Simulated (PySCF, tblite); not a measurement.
# C₅H₇NO: a rotation path, then NMR shifts on frames, part 2 of 2

tblite 0.8.0 and PySCF 2.14.0. Atoms count from 0.

## 5. NMR shieldings: image 6, PBE0/pcSseg-1

The job: settings as JSON, then the geometry in Å.

```
{"job": {"kind": "nmr", "xc": "PBE0", "basis": "pcSseg-1", "pop": false}, "charge": 0, "multiplicity": 1}
C      1.322900    -1.555000    -0.045300
C      1.060400    -0.364900    -0.573900
C     -0.025800     0.595400    -0.394200
C     -0.004700     1.704700    -1.146600
C     -1.193300     0.493200     0.548800
N     -1.253300    -0.563900     1.389100
O     -2.073300     1.331400     0.553100
H      2.208600    -2.087300    -0.350200
H      0.722000    -2.082300     0.674500
H      1.779300    -0.003900    -1.302300
H     -0.783300     2.441900    -1.048900
H      0.772200     1.896700    -1.867700
H     -2.026100    -0.587200     2.034000
H     -0.506200    -1.219300     1.507300
```

With the program's defaults for keys left out, this is: GIAO PBE0/pcSseg-1 NMR shielding, non-relativistic, gas phase.

The program printed:

```text
coarse grid: 11920 points
cycle   1  E = -324.0759980054  dE =  1.152e+00  |g| = 8.567e-01  |ddm| = 3.494e+00
cycle   2  E = -323.5587604005  dE =  5.172e-01  |g| = 1.814e+00  |ddm| = 3.119e+00
cycle   3  E = -324.2153230496  dE = -6.566e-01  |g| = 2.233e-01  |ddm| = 2.478e+00
cycle   4  E = -324.2254454479  dE = -1.012e-02  |g| = 7.969e-02  |ddm| = 2.308e-01
cycle   5  E = -324.2266013303  dE = -1.156e-03  |g| = 2.628e-02  |ddm| = 6.467e-02
cycle   6  E = -324.2267619106  dE = -1.606e-04  |g| = 5.335e-03  |ddm| = 2.356e-02
cycle   7  E = -324.2267668922  dE = -4.982e-06  |g| = 3.035e-03  |ddm| = 6.593e-03
final grid: 115848 points
cycle   8  E = -324.2762688699  dE = -6.986e-06  |g| = 1.399e-02  |ddm| = 2.953e-02
cycle   9  E = -324.2761664502  dE =  1.024e-04  |g| = 2.677e-02  |ddm| = 3.437e-02
cycle  10  E = -324.2763084004  dE = -1.420e-04  |g| = 2.361e-03  |ddm| = 2.448e-02
cycle  11  E = -324.2763095419  dE = -1.141e-06  |g| = 4.600e-04  |ddm| = 2.110e-03
cycle  12  E = -324.2763095922  dE = -5.032e-08  |g| = 1.558e-04  |ddm| = 5.175e-04
cycle  13  E = -324.2763095984  dE = -6.141e-09  |g| = 3.841e-05  |ddm| = 1.785e-04
cycle  14  E = -324.2763095987  dE = -3.228e-10  |g| = 1.240e-05  |ddm| = 4.254e-05
converged SCF energy = -324.2763095987

GIAO shielding tensors (ppm)
atom      isotropic    diamagn.    paramagn.     s11        s22        s33       span
  0 C       70.109     256.874    -186.765    -27.478     72.981    164.824    192.303
  1 C       42.644     253.181    -210.537    -71.073     55.292    143.713    214.787
  2 C       44.135     258.593    -214.458    -68.224     51.052    149.578    217.801
  3 C       38.192     252.021    -213.829    -72.008     30.702    155.882    227.890
  4 C       20.910     241.421    -220.511    -71.292     41.045     92.977    164.270
  5 N      151.731     325.121    -173.390     69.556    156.842    228.793    159.237
  6 O      -68.268     400.317    -468.585   -317.582   -187.336    300.113    617.695
  7 H       26.352      28.997      -2.645     24.660     25.154     29.244      4.584
  8 H       26.546      33.727      -7.181     24.395     25.192     30.050      5.655
  9 H       24.896      31.718      -6.823     22.040     23.229     29.417      7.377
 10 H       24.409      30.695      -6.287     21.701     22.790     28.735      7.033
 11 H       25.615      30.834      -5.219     22.142     25.589     29.113      6.971
 12 H       26.697      30.724      -4.027     22.369     23.549     34.173     11.804
 13 H       26.035      35.850      -9.815     19.457     26.344     32.304     12.847
```

Run time: 20 s. Hardware: 1 thread of Intel Xeon Platinum 8375C at 2.90GHz, shared host; peak memory 0.74 GiB.

This run: δ C4 166.0, C3 148.7, C1 144.3, C2 142.8, H10 7.31, H9 6.82 ppm.

## 6. Nuclear shieldings: image 7, PBE0/pcSseg-1

The job: settings as JSON, then the geometry in Å.

```
{"job": {"kind": "nmr", "xc": "PBE0", "basis": "pcSseg-1", "pop": false}, "charge": 0, "multiplicity": 1}
C      1.161100    -1.616100    -0.143400
C      1.071700    -0.362500    -0.574400
C     -0.019700     0.592800    -0.423800
C      0.024000     1.758200    -1.078900
C     -1.235000     0.348700     0.421700
N     -1.067200    -0.451700     1.502600
O     -2.309500     0.848800     0.165100
H      2.038000    -2.203200    -0.359700
H      0.386300    -2.121700     0.405900
H      1.896500     0.034000    -1.155500
H     -0.778400     2.469700    -0.987300
H      0.847100     2.022000    -1.722100
H     -1.856300    -0.574700     2.115900
H     -0.159300    -0.744700     1.811900
```

Method: GIAO PBE0/pcSseg-1 NMR shielding, non-relativistic, gas phase.

The program printed:

```text
coarse grid: 11920 points
cycle   1  E = -324.0808219495  dE =  1.144e+00  |g| = 8.520e-01  |ddm| = 3.462e+00
cycle   2  E = -323.5886015849  dE =  4.922e-01  |g| = 1.784e+00  |ddm| = 2.808e+00
cycle   3  E = -324.2193908287  dE = -6.308e-01  |g| = 2.188e-01  |ddm| = 2.197e+00
cycle   4  E = -324.2291665652  dE = -9.776e-03  |g| = 7.667e-02  |ddm| = 2.257e-01
cycle   5  E = -324.2302346207  dE = -1.068e-03  |g| = 2.628e-02  |ddm| = 6.479e-02
cycle   6  E = -324.2303952857  dE = -1.607e-04  |g| = 5.477e-03  |ddm| = 2.354e-02
cycle   7  E = -324.2304007233  dE = -5.438e-06  |g| = 3.069e-03  |ddm| = 6.609e-03
final grid: 115848 points
cycle   8  E = -324.2804847444  dE = -8.346e-06  |g| = 1.438e-02  |ddm| = 2.968e-02
cycle   9  E = -324.2803787029  dE =  1.060e-04  |g| = 2.741e-02  |ddm| = 3.329e-02
cycle  10  E = -324.2805259655  dE = -1.473e-04  |g| = 2.481e-03  |ddm| = 2.365e-02
cycle  11  E = -324.2805272212  dE = -1.256e-06  |g| = 4.676e-04  |ddm| = 2.111e-03
cycle  12  E = -324.2805272717  dE = -5.050e-08  |g| = 1.710e-04  |ddm| = 5.266e-04
cycle  13  E = -324.2805272791  dE = -7.426e-09  |g| = 4.187e-05  |ddm| = 1.887e-04
cycle  14  E = -324.2805272795  dE = -3.768e-10  |g| = 1.383e-05  |ddm| = 4.566e-05
converged SCF energy = -324.2805272795

GIAO shielding tensors (ppm)
atom      isotropic    diamagn.    paramagn.     s11        s22        s33       span
  0 C       65.806     256.650    -190.843    -36.846     65.328    168.937    205.782
  1 C       42.329     253.407    -211.079    -73.514     53.949    146.551    220.065
  2 C       39.481     260.255    -220.774    -71.052     42.235    147.261    218.314
  3 C       46.061     251.468    -205.406    -60.817     41.616    157.385    218.203
  4 C       19.630     242.647    -223.017    -74.563     36.843     96.609    171.172
  5 N      148.639     324.519    -175.880     59.961    160.591    225.364    165.403
  6 O      -81.784     400.369    -482.153   -349.220   -201.168    305.036    654.256
  7 H       26.212      29.170      -2.958     24.431     25.307     28.899      4.467
  8 H       25.824      32.966      -7.142     23.268     24.631     29.572      6.303
  9 H       24.899      31.907      -7.009     22.817     23.090     28.788      5.971
 10 H       25.049      30.335      -5.286     21.606     24.360     29.183      7.577
 11 H       25.815      30.694      -4.879     22.731     25.564     29.150      6.419
 12 H       26.732      30.772      -4.040     22.559     23.576     34.060     11.501
 13 H       26.535      34.629      -8.094     21.452     27.166     30.985      9.533
```

Run time: 20 s. Hardware: 1 thread of Intel Xeon Platinum 8375C at 2.90GHz, shared host; peak memory 0.74 GiB.

This run: δ C4 167.3, C2 147.4, C1 144.6, C3 140.9, H9 6.82, H10 6.67 ppm.

## 7. NMR shieldings: image 8, PBE0/pcSseg-1

The job: settings as JSON, then the geometry in Å.

```
{"job": {"kind": "nmr", "xc": "PBE0", "basis": "pcSseg-1", "pop": false}, "charge": 0, "multiplicity": 1}
C      1.042600    -1.660200    -0.257200
C      1.097700    -0.369500    -0.565800
C     -0.001100     0.578000    -0.437700
C      0.032800     1.783400    -1.007400
C     -1.227100     0.197900     0.343200
N     -0.961900    -0.249000     1.595900
O     -2.354400     0.310300    -0.081600
H      1.888000    -2.309200    -0.408200
H      0.150500    -2.120400     0.133200
H      2.005000     0.043400    -0.989300
H     -0.801600     2.458200    -0.924700
H      0.883100     2.121800    -1.576500
H     -1.730100    -0.477900     2.204800
H     -0.024100    -0.307300     1.949100
```

Level: GIAO PBE0/pcSseg-1 NMR shielding, non-relativistic, gas phase.

The program printed:

```text
coarse grid: 11920 points
cycle   1  E = -324.0798002485  dE =  1.142e+00  |g| = 8.502e-01  |ddm| = 3.442e+00
cycle   2  E = -323.6017579536  dE =  4.780e-01  |g| = 1.769e+00  |ddm| = 2.539e+00
cycle   3  E = -324.2181247449  dE = -6.164e-01  |g| = 2.194e-01  |ddm| = 1.963e+00
cycle   4  E = -324.2280622853  dE = -9.938e-03  |g| = 7.317e-02  |ddm| = 2.182e-01
cycle   5  E = -324.2290345151  dE = -9.722e-04  |g| = 2.462e-02  |ddm| = 5.732e-02
cycle   6  E = -324.2291717503  dE = -1.372e-04  |g| = 4.667e-03  |ddm| = 2.035e-02
cycle   7  E = -324.2291754646  dE = -3.714e-06  |g| = 2.501e-03  |ddm| = 5.186e-03
final grid: 115848 points
cycle   8  E = -324.2797042653  dE = -1.452e-05  |g| = 1.414e-02  |ddm| = 3.157e-02
cycle   9  E = -324.2796041705  dE =  1.001e-04  |g| = 2.682e-02  |ddm| = 3.053e-02
cycle  10  E = -324.2797435071  dE = -1.393e-04  |g| = 2.527e-03  |ddm| = 2.179e-02
cycle  11  E = -324.2797448237  dE = -1.317e-06  |g| = 4.538e-04  |ddm| = 2.040e-03
cycle  12  E = -324.2797448688  dE = -4.508e-08  |g| = 1.904e-04  |ddm| = 5.172e-04
cycle  13  E = -324.2797448781  dE = -9.273e-09  |g| = 3.473e-05  |ddm| = 2.025e-04
cycle  14  E = -324.2797448783  dE = -2.320e-10  |g| = 1.596e-05  |ddm| = 4.349e-05
converged SCF energy = -324.2797448783

GIAO shielding tensors (ppm)
atom      isotropic    diamagn.    paramagn.     s11        s22        s33       span
  0 C       60.953     256.091    -195.138    -47.257     62.096    168.020    215.277
  1 C       42.779     253.127    -210.348    -73.161     52.616    148.882    222.044
  2 C       33.638     262.136    -228.498    -76.160     34.516    142.557    218.717
  3 C       56.424     250.925    -194.501    -46.891     56.395    159.768    206.658
  4 C       16.882     244.087    -227.204    -77.959     31.533     97.073    175.033
  5 N      147.938     324.102    -176.164     54.022    158.508    231.285    177.264
  6 O      -94.600     400.274    -494.874   -383.846   -209.883    309.930    693.776
  7 H       26.032      29.130      -3.099     23.908     25.484     28.703      4.795
  8 H       25.736      32.215      -6.480     22.796     24.762     29.648      6.852
  9 H       24.965      31.960      -6.995     22.994     23.798     28.103      5.108
 10 H       25.689      29.983      -4.295     22.235     25.157     29.674      7.439
 11 H       26.110      30.582      -4.472     23.292     25.730     29.308      6.016
 12 H       26.981      31.009      -4.028     22.566     23.973     34.404     11.838
 13 H       26.863      33.816      -6.953     22.312     27.257     31.019      8.708
```

It took 19 s on 1 thread of Intel Xeon Platinum 8375C at 2.90GHz, shared host; peak memory 0.74 GiB.

In short: δ C4 170.0, C2 153.3, C1 144.1, C3 130.5, H9 6.75, H10 6.03 ppm.

## 8. Comparing the runs: NMR shifts

Shifts (ppm) of some atoms, chosen among heavy atoms and hydrogens apart, with basis size and wall time:

| frame | C2 | C0 | C3 | H8 | H10 | N5 | O6 | functions | time |
| --- | --- | --- | --- | --- | --- | --- | --- | --- | --- |
| image 0 | 154.0 | 130.6 | 123.7 | 6.42 | 5.60 | 119.5 | 427.3 | 154 | 21 s |
| image 3 | 154.2 | 125.3 | 129.1 | 6.02 | 5.86 | 121.0 | 434.1 | 154 | 20 s |
| image 6 | 142.8 | 116.8 | 148.7 | 5.17 | 7.31 | 116.0 | 404.3 | 154 | 20 s |
| image 7 | 147.4 | 121.1 | 140.9 | 5.89 | 6.67 | 119.1 | 417.9 | 154 | 20 s |
| image 8 | 153.3 | 126.0 | 130.5 | 5.98 | 6.03 | 119.8 | 430.7 | 154 | 19 s |

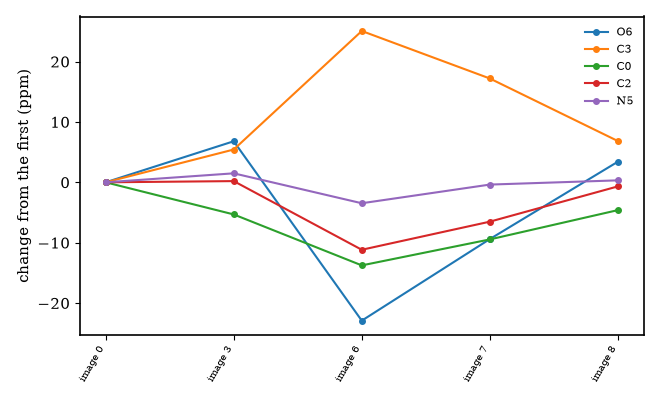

How five of the tabulated atoms move from run to run.

## 9. What came out

What follows sums up all 2 parts.

| quantity | value |
| --- | --- |
| barrier | 0.198 eV (4.6 kcal/mol) at image 6 |
| end to end (GFN2-xTB) | 0.005 eV |
| ¹³C shifts against TMS (PBE0/pcSseg-1, image 0) | 170.3, 154.0, 140.8, 130.6, 123.7 ppm |
| ¹H shifts against TMS (PBE0/pcSseg-1, image 0) | 6.46, 6.42, 5.84, 5.60, 5.45, 5.19, 4.56 ppm |
| ¹⁵N shifts against NH3 (PBE0/pcSseg-1, image 0) | 119.5 ppm |
| ¹⁷O shifts against H2O (PBE0/pcSseg-1, image 0) | 427.3 ppm |
| range of the shift of O6 | 404.3 to 434.1 ppm |

What this shows: Along the band the dihedral turns by 184°, and the top (dihedral 3°) lies 4.6 kcal/mol above the start (GFN2-xTB, rough), so at room temperature this motion is fast. The top was not checked by a frequency run. Shifts at one fixed geometry are not the observed spectrum, which averages over the motion. In the first frame run (image 0): Shielding is most anisotropic at O6 (span 748 ppm, paramagnetic term -493 ppm). In ppm, O6 moves most: its shift spreads over 29.7 ppm, from 404.3 (image 6) to 434.1 (image 3).
